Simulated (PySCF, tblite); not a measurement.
# C4H8FSSi2 radical: geometry, infrared bands and EPR parameters

What infrared bands and EPR parameters should C4H8FSSi2 radical (`C=C1C[C](S[SiH3])[Si@@H]1F`) show?

Programs: tblite 0.8.0 and PySCF 2.14.0, with density-fitted response routines of our own. Each step states its level of theory. These are calculated values for one molecule in the gas phase, unless marked as measured. Atoms are numbered from 0 throughout.

**1. The molecule as given**

16 atoms, charge 0, multiplicity 2; geometry from: force field or distance geometry start.

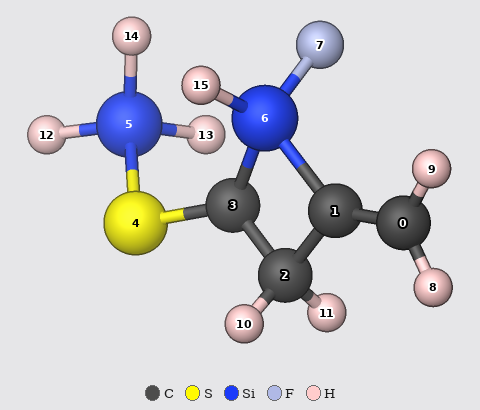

As it starts; carbon dark grey, sulfur yellow, silicon blue, fluorine light blue, hydrogen pink, atoms numbered.

**2. Geometry optimisation with GFN2-xTB**

The job: settings as JSON, then the geometry in Å.

```
{"job": {"kind": "relax", "xc": "GFN2-xTB", "basis": "xTB"}, "charge": 0, "multiplicity": 2}
C     -3.100800     0.029000     0.698200
C     -1.852300    -0.034800     0.249600
C     -0.913500    -1.249400    -0.015700
C      0.307100    -0.419900    -0.241900
S      1.671100    -0.938000    -1.118800
Si     3.333500     0.129100    -0.265700
Si    -0.522500     1.151000    -0.248800
F     -0.052100     2.066400     0.979800
H     -3.657900    -0.876600     0.928900
H     -3.606000     0.987600     0.846900
H     -1.200900    -1.853800    -0.895800
H     -0.806700    -1.946100     0.823500
H      4.577600    -0.264900    -0.957500
H      3.431500    -0.203300     1.177400
H      3.088300     1.591400    -0.439700
H     -0.704100     1.841300    -1.531900
```

Command:

```console
> OMP_NUM_THREADS=1 python probes_run.py task.json out
```

The driver reads the jobs from task.json and runs them one after another.

The program printed:

```text
step      E/eV     max force
  0    -654.14836    2.630
  1    -654.29014    1.081
  2    -654.34666    0.638
  3    -654.37686    0.516
  4    -654.40173    0.457
  5    -654.44323    0.536
  6    -654.47297    0.559
  7    -654.49554    0.427
  8    -654.51312    0.328
  9    -654.52696    0.318
 10    -654.53888    0.326
 11    -654.54758    0.220
 12    -654.55249    0.153
 13    -654.55644    0.201
 14    -654.55969    0.204
 15    -654.56224    0.133
 16    -654.56475    0.129
 17    -654.56784    0.151
 18    -654.57148    0.205
 19    -654.57493    0.177
 20    -654.57759    0.144
 21    -654.57991    0.132
 22    -654.58237    0.133
 23    -654.58446    0.141
 24    -654.58566    0.095
 25    -654.58626    0.051
 26    -654.58676    0.080
 27    -654.58742    0.092
 28    -654.58825    0.069
 29    -654.58912    0.069
 30    -654.59000    0.079
 31    -654.59097    0.104
 32    -654.59196    0.094
 33    -654.59279    0.064
 34    -654.59350    0.070
 35    -654.59436    0.104
 36    -654.59577    0.154
 37    -654.59792    0.169
 38    -654.60028    0.165
 39    -654.60195    0.124
 40    -654.60284    0.073
 41    -654.60353    0.071
 42    -654.60450    0.083
 43    -654.60563    0.111
 44    -654.60677    0.094
 45    -654.60779    0.095
 46    -654.60890    0.098
 47    -654.61003    0.108
 48    -654.61087    0.094
 49    -654.61138    0.055
 50    -654.61178    0.054
 51    -654.61224    0.073
 52    -654.61277    0.075
 53    -654.61323    0.054
 54    -654.61359    0.052
 55    -654.61391    0.052
 56    -654.61429    0.079
 57    -654.61480    0.075
 58    -654.61530    0.056
 59    -654.61571    0.068
 60    -654.61619    0.074
 61    -654.61674    0.081
 62    -654.61725    0.053
 63    -654.61758    0.041
 64    -654.61778    0.040
 65    -654.61797    0.043
 66    -654.61827    0.055
 67    -654.61869    0.060
 68    -654.61915    0.051
 69    -654.61948    0.041
 70    -654.61969    0.034
 71    -654.61988    0.035
 72    -654.62011    0.040
 73    -654.62032    0.037
 74    -654.62050    0.033
 75    -654.62069    0.037
 76    -654.62094    0.048
 77    -654.62130    0.051
 78    -654.62168    0.049
 79    -654.62202    0.049
 80    -654.62236    0.044
 81    -654.62275    0.066
 82    -654.62314    0.064
 83    -654.62341    0.038
 84    -654.62354    0.028
 85    -654.62364    0.027
 86    -654.62380    0.034
 87    -654.62412    0.047
 88    -654.62459    0.051
 89    -654.62502    0.037
 90    -654.62519    0.048
 91    -654.62533    0.031
 92    -654.62543    0.027
 93    -654.62557    0.029
 94    -654.62574    0.034
 95    -654.62602    0.037
 96    -654.62628    0.038
 97    -654.62647    0.026
 98    -654.62656    0.017
 99    -654.62661    0.016
100    -654.62667    0.024
101    -654.62676    0.029
102    -654.62688    0.026
103    -654.62695    0.014
104    -654.62699    0.014
105    -654.62702    0.012
106    -654.62706    0.015
107    -654.62712    0.022
108    -654.62722    0.023
109    -654.62732    0.026
110    -654.62740    0.022
111    -654.62745    0.016
112    -654.62750    0.019
113    -654.62758    0.021
114    -654.62768    0.023
115    -654.62777    0.021
116    -654.62783    0.018
117    -654.62787    0.014
118    -654.62789    0.012
119    -654.62792    0.012
120    -654.62795    0.016
121    -654.62799    0.015
122    -654.62802    0.011
123    -654.62803    0.008
```

Run time: 1.1 s. Hardware: 1 thread of Arm Neoverse V1, shared host.

Step by step: (not every step is listed)

| step | energy from step 0 (eV) | largest force (eV/Å) |
| --- | --- | --- |
| 0 | 0.0000 | 2.6304 |
| 1 | -0.1418 | 1.0809 |
| 2 | -0.1983 | 0.6379 |
| 3 | -0.2285 | 0.5164 |
| 4 | -0.2534 | 0.4570 |
| 5 | -0.2949 | 0.5363 |
| 6 | -0.3246 | 0.5593 |
| 7 | -0.3472 | 0.4266 |
| 8 | -0.3648 | 0.3280 |
| 19 | -0.4266 | 0.1773 |
| 30 | -0.4416 | 0.0794 |
| 41 | -0.4552 | 0.0706 |
| 52 | -0.4644 | 0.0747 |
| 63 | -0.4692 | 0.0409 |
| 74 | -0.4721 | 0.0332 |
| 85 | -0.4753 | 0.0266 |
| 96 | -0.4779 | 0.0382 |
| 107 | -0.4788 | 0.0219 |
| 118 | -0.4795 | 0.0116 |
| 119 | -0.4796 | 0.0120 |
| 120 | -0.4796 | 0.0155 |
| 121 | -0.4796 | 0.0148 |
| 122 | -0.4797 | 0.0112 |
| 123 | -0.4797 | 0.0076 |

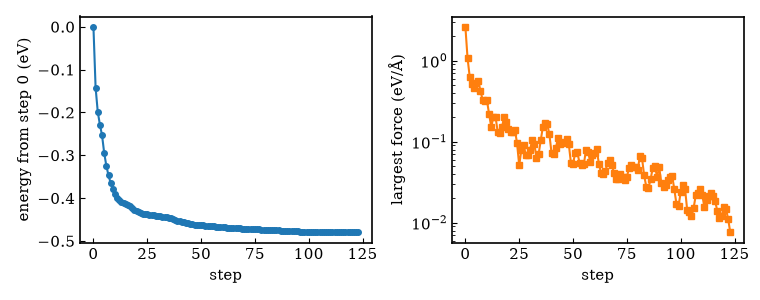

Energy and force, step by step.

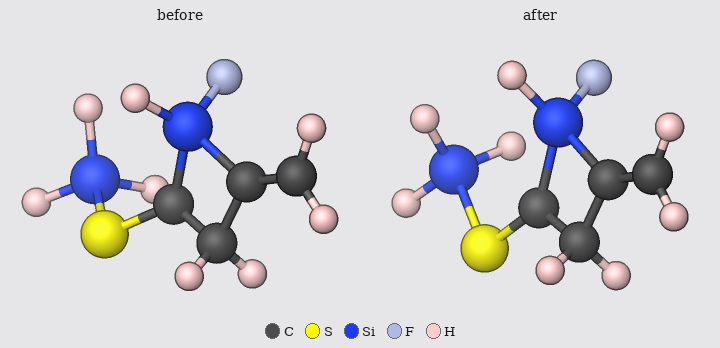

The geometry before (left) and after (right).

Close pairs (by a distance rule), those that changed most:

| bond | before (Å) | after (Å) | change (Å) |
| --- | --- | --- | --- |
| C3–Si6 | 1.777 | 1.858 | +0.081 |
| C1–Si6 | 1.850 | 1.893 | +0.043 |
| C1–C2 | 1.558 | 1.517 | -0.041 |
| Si5–H14 | 1.493 | 1.458 | -0.035 |
| Si5–H13 | 1.484 | 1.455 | -0.029 |
| Si5–H12 | 1.477 | 1.454 | -0.023 |
| Si6–F7 | 1.603 | 1.624 | +0.021 |
| C3–S4 | 1.702 | 1.721 | +0.018 |

The next job starts from the end point, and lists it.

**3. Vibrational analysis with GFN2-xTB**

The job: settings as JSON, then the geometry in Å.

```
{"job": {"kind": "ir", "xc": "GFN2-xTB", "basis": "xTB"}, "charge": 0, "multiplicity": 2}
C     -3.078776    -0.001422     0.561380
C     -1.794622    -0.070579     0.263320
C     -0.972307    -1.305732    -0.051213
C      0.339938    -0.579720    -0.170258
S      1.800514    -1.345534    -0.660800
Si     3.224744     0.255528    -0.401269
Si    -0.350006     1.132259     0.042359
F      0.244366     1.945313     1.315956
H     -3.703851    -0.880643     0.616325
H     -3.562665     0.938721     0.768273
H     -1.284798    -1.806895    -0.972534
H     -0.982576    -2.056571     0.744217
H      4.451549    -0.371713    -0.865727
H      3.251595     0.614400     1.008398
H      2.784222     1.360485    -1.244384
H     -0.374925     2.181047    -0.965455
```

The program printed:

```text
mode    cm-1     km/mol
  1      33.9      2.68
  2      61.2      1.24
  3      80.7      3.63
  4      93.9      0.25
  5     122.1      1.52
  6     150.1      5.48
  7     204.3      0.71
  8     232.5      9.06
  9     326.3      5.55
 10     373.0     23.49
 11     404.7      2.69
 12     499.9    107.79
 13     521.0     38.99
 14     535.1     78.53
 15     564.6     43.94
 16     572.3    120.76
 17     633.6    106.90
 18     659.4     10.50
 19     706.8     38.71
 20     732.8    148.62
 21     755.3    333.66
 22     764.8    100.57
 23     802.2    449.92
 24     899.9      4.70
 25     910.3     23.39
 26     923.4      7.34
 27    1043.4      0.26
 28    1053.6     31.67
 29    1099.9     18.75
 30    1159.2      2.03
 31    1235.1      1.42
 32    1415.4      0.58
 33    1440.0      6.33
 34    1720.4      1.91
 35    2307.1     12.33
 36    2317.8    488.23
 37    2340.8    157.73
 38    2354.1    210.44
 39    2900.3     21.15
 40    2937.9     22.08
 41    3065.8     41.77
 42    3105.7     34.62
```

Wall time 0.77 s (1 thread of Arm Neoverse V1, shared host).

The strongest bands and the atoms that carry them (share of the mass-weighted mode):

| cm⁻¹ | km/mol | atoms |
| --- | --- | --- |
| 500 | 107.8 | S4 39 %, Si5 33 % |
| 572 | 120.8 | Si6 26 %, H15 16 %, C2 13 %, S4 11 % |
| 733 | 148.6 | H12 60 %, H14 19 %, H13 16 % |
| 755 | 333.7 | H12 37 %, H13 25 %, H14 25 % |
| 802 | 449.9 | Si6 43 %, F7 35 % |
| 2318 | 488.2 | H15 67 %, H14 29 % |
| 2341 | 157.7 | H13 95 % |
| 2354 | 210.4 | H12 96 % |

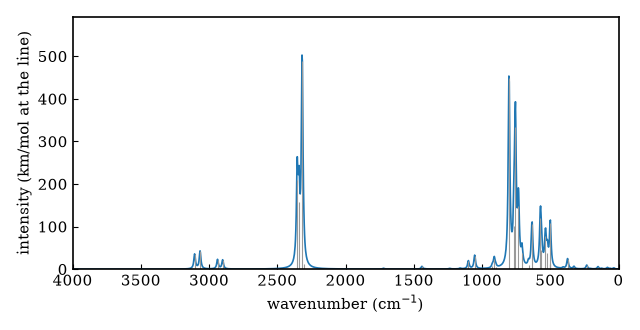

The infrared spectrum from these modes, unscaled. Lines are broadened to a width of 14 cm⁻¹ (Lorentzian).

**4. EPR parameters: B3LYP/pcH-1**

The job, as its differences from that of step 3:

```diff
@@ -1,2 +1,2 @@
-{"job": {"kind": "ir", "xc": "GFN2-xTB", "basis": "xTB"}, "charge": 0, "multiplicity": 2}
+{"job": {"kind": "epr", "basis": "pcH-1"}, "charge": 0, "multiplicity": 2}
 C     -3.078776    -0.001422     0.561380
```

Level: UKS B3LYP, pcH-1 on C F H S Si, non-relativistic, mean-field spin-orbit, GIAO.

The program printed:

```text
UKS, coarse grid
  cycle   1  E = -1234.19814060  |g| = 5.07e-01
  cycle   2  E = -1234.09424502  |g| = 7.62e-01
  cycle   3  E = -1234.28987419  |g| = 7.46e-02
  cycle   4  E = -1234.29122992  |g| = 3.98e-02
  cycle   5  E = -1234.29196974  |g| = 6.63e-03
  cycle   6  E = -1234.29199999  |g| = 4.03e-03
  cycle   7  E = -1234.29200824  |g| = 2.32e-03
  cycle   8  E = -1234.29201126  |g| = 9.31e-04
UKS, final grid
  cycle   1  E = -1234.29195977  |g| = 1.51e-03
  cycle   2  E = -1234.29195634  |g| = 3.03e-03
  cycle   3  E = -1234.29196091  |g| = 2.35e-04
  cycle   4  E = -1234.29196094  |g| = 4.65e-05
  cycle   5  E = -1234.29196095  |g| = 3.68e-05
  cycle   6  E = -1234.29196095  |g| = 1.30e-05
E = -1234.29196095 Eh   <S^2> = 0.7541 (exact 0.7500)
g shifts (ppm)      1          2          3
  rmc          -152       -152       -152
  gc              7         25         34
  oz_so        -363       3293       5610
  total        -508       3166       5492
hyperfine (MHz)  atom isotope    a_iso     a_fc   dipolar eigenvalues
    0   13C       0.37       0.36     -2.37     -1.72      4.08
    1   13C      -2.95      -2.95     -2.45     -0.59      3.04
    2   13C     -25.01     -25.04     -1.98      0.39      1.59
    3   13C      80.63      80.33    -59.64    -59.06    118.71
    4   33S       3.57       3.81    -20.34    -16.64     36.98
    5  29Si       1.21       1.16     -1.15      0.22      0.93
    6  29Si      27.69      27.59    -11.69      2.89      8.80
    7   19F      91.92      91.77    -19.85    -15.91     35.76
    8    1H      -2.19      -2.19     -0.95     -0.76      1.71
    9    1H      -1.88      -1.88     -1.16     -0.77      1.92
   10    1H      91.43      91.42     -3.83     -2.65      6.48
   11    1H      95.48      95.47     -3.80     -3.16      6.96
   12    1H      -2.13      -2.13     -1.60     -1.12      2.72
   13    1H       7.24       7.24     -1.89     -1.33      3.22
   14    1H       7.15       7.15     -1.72     -1.36      3.08
   15    1H      25.74      25.74     -3.05     -1.43      4.48
```

Run time: 2.3 min. Hardware: 1 thread of Arm Neoverse V1, shared host; peak memory 1.1 GiB.

Principal g values 2.00181, 2.00549, 2.00781; g(iso) = 2.00504, against 2.00232 for a free electron.

Hyperfine couplings; where a row names several nuclei, a(iso) is their mean (it holds for fast rotation or exchange) and the dipolar term the largest among them:

| nuclei | isotope | a(iso) (MHz) | a(iso) (G, at g = 2.0023) | largest dipolar term (MHz) |
| --- | --- | --- | --- | --- |
| H11 | 1H | 95.5 | 34.1 | 7.0 |
| F7 | 19F | 91.9 | 32.8 | 35.8 |
| H10 | 1H | 91.4 | 32.6 | 6.5 |
| C3 | 13C | 80.6 | 28.8 | 118.7 |
| Si6 | 29Si | 27.7 | 9.9 | -11.7 |
| H15 | 1H | 25.7 | 9.2 | 4.5 |
| C2 | 13C | -25.0 | -8.9 | -2.0 |
| H12, H13, H14 | 1H | 4.1 | 1.5 | 3.2 |
| S4 | 33S | 3.6 | 1.3 | 37.0 |
| C1 | 13C | -3.0 | -1.1 | 3.0 |
| H8 | 1H | -2.2 | -0.8 | 1.7 |
| H9 | 1H | -1.9 | -0.7 | 1.9 |
| Si5 | 29Si | 1.2 | 0.4 | -1.2 |
| C0 | 13C | 0.4 | 0.1 | 4.1 |

Mulliken spin populations:

C0 0.03; C1 -0.02; C2 -0.07; C3 0.73; S4 0.17; Si5 0.01; Si6 0.04; F7 0.00; H8 0.00; H9 0.00; H10 0.04; H11 0.04; H12 0.00; H13 0.01; H14 0.00; H15 0.01

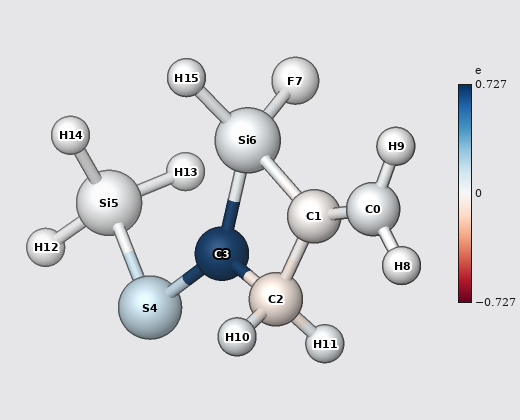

Mulliken spin populations, as colours on the atoms.

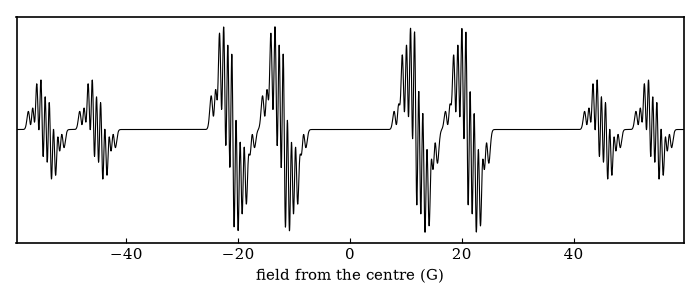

First-order isotropic spectrum (first derivative, main isotopes with spin only, couplings over 0.8 MHz, Gaussian width 0.3 G; couplings of the frozen geometry, rotation of groups not averaged beyond the rows shown).

The fields below are evaluated on a grid from the run's orbitals.

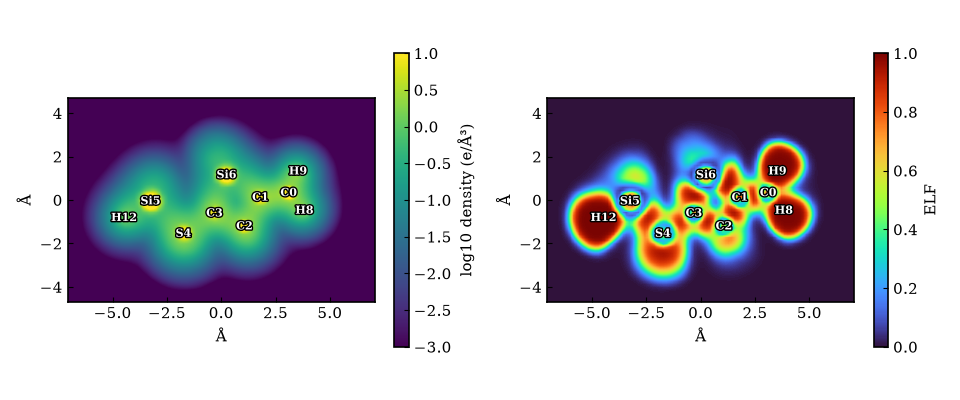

Density (left) and ELF (right) in a plane through or near 10 of the atoms.

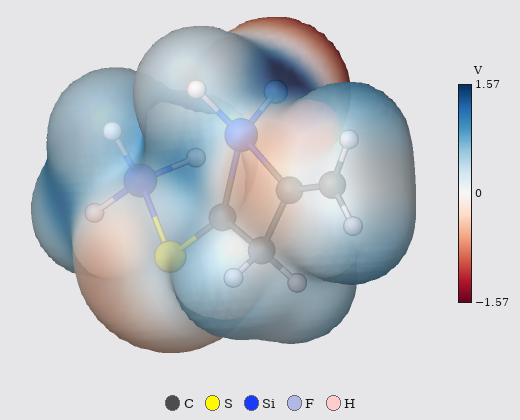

The potential that a unit positive charge feels on the 0.002 e/bohr³ surface, from -1.13 V near F7 to 1.57 V near Si5.

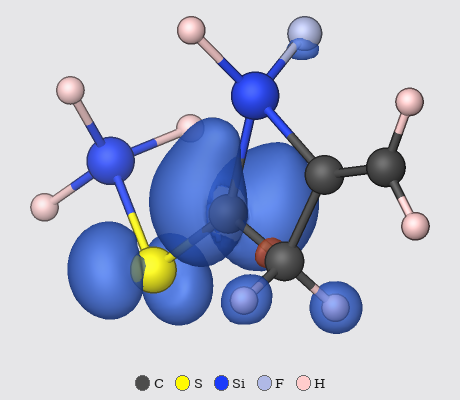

Spin density at ±0.03 e/Å³ (alpha excess blue, beta excess red).

**5. What came out**

| quantity | value |
| --- | --- |
| strongest single infrared mode (GFN2-xTB) | 2318 cm⁻¹, 488 km/mol |
| zero-point energy (GFN2-xTB) | 63.0 kcal/mol |
| g(iso) (B3LYP) | 2.00504 |
| ⟨S²⟩ | 0.754 (exact 0.75) |
| largest a(iso) (averaged by class) | 1H on H11, 95.5 MHz |
| potential on the surface of density 0.002 e/bohr³, 1st and 99th percentile | -1.13 V and 1.57 V |

In words: Over 123 steps the energy fell by 0.480 eV; of the close pairs, C3–Si6 changed most, 1.777 to 1.858 Å. No mode is imaginary among the 42: a minimum at this level. The strongest single mode, at 2318 cm⁻¹, moves mainly H15. Unscaled tight-binding wavenumbers are off by several per cent, some by more. Its intensities can rank the bands wrongly. Most of the unpaired spin sits on C3 (0.73 e). The isotropic g lies 2.7 ppt above the free-electron value. These values are for one conformer; the search (at its own cheap level) found 2 more, at 0.00, 1.49 kcal/mol (those within 0.05 may be mirror or relabelled copies), and measured spectra average over such forms.
